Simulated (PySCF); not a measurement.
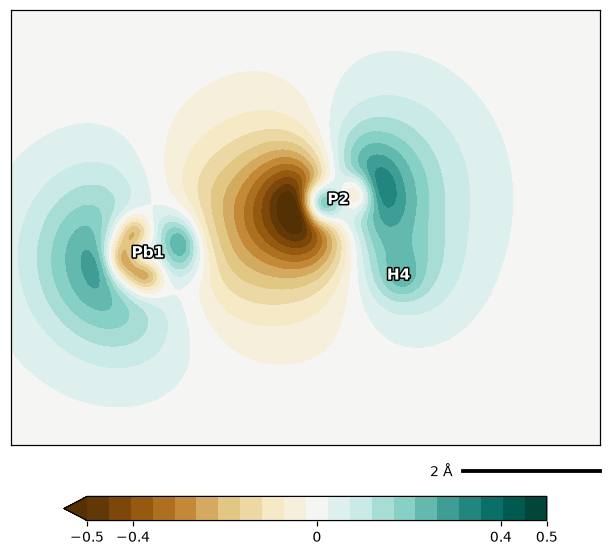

H3PPb (charge +2). The HOMO on the plane of atoms Pb1, P2 and H4 (values in Å⁻³ᐟ²; the overall sign is arbitrary).

Core potentials replace the inner electrons of Pb.

Theory: RKS PBE0, Pb def2-SVP with ECP60, P def2-SVP, H def2-SVP; non-relativistic Hamiltonian with scalar-relativistic core potentials where named; density fitting in PySCF 2.14.0.

```xyz
5

Pb    0.0000    0.0000   -0.3189
P     0.0000    0.0000    2.5756
H     1.3058    0.0000    3.1301
H    -0.6529    1.1308    3.1301
H    -0.6529   -1.1308    3.1301
```

Where does this orbital lie, and at what energy?

Answer. By Hirshfeld shares it lies mainly on P2 (about 55 %) and Pb1 (about 35 %). Its energy is −18.96 eV.
